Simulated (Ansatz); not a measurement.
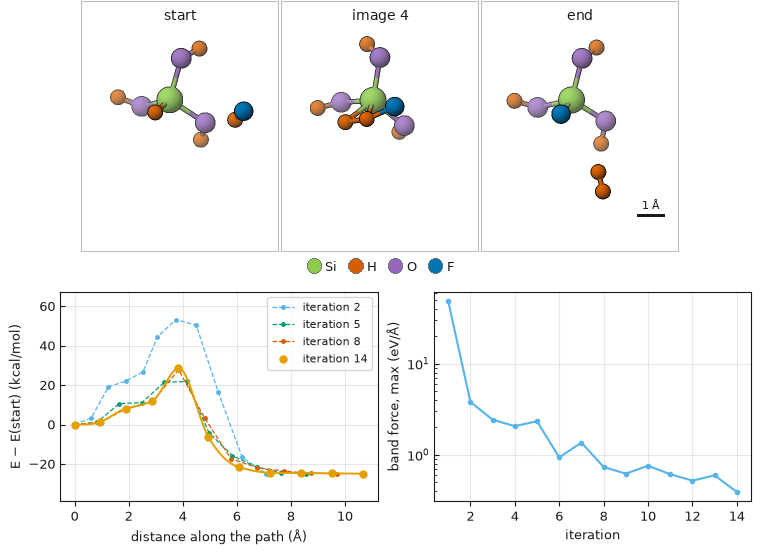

A nudged-elastic-band calculation for SiH$_{5}$O$_{3}$F. Images are numbered from 0 (start) to 10 (end). The plot follows the band through its iterations. A ball-and-stick model, seen at a tilt.

The calculation used Ansatz, RKS r2SCAN-D4/def2-SVP. Set-up: 9 movable images; climbing image; force threshold 0.5 eV/Å; iteration limit 60; starting path through a guess of the saddle point.

> How did the profile develop, and is the result final?

The run met only a loose threshold, so the barrier can't be trusted yet. The band converged in 14 iterations. The largest component of the band force went from 49 to 0.39 eV/Å. The climbing image converged on the top of the path. Its curvatures weren't checked. The force threshold is so loose that the height of the top is at best an upper bound. The first iteration put the highest image at 187.2 kcal/mol. Forward barrier 28.5 kcal/mol, backward barrier 53.5 kcal/mol, with image 4 at the top; the reaction energy is −24.9 kcal/mol.
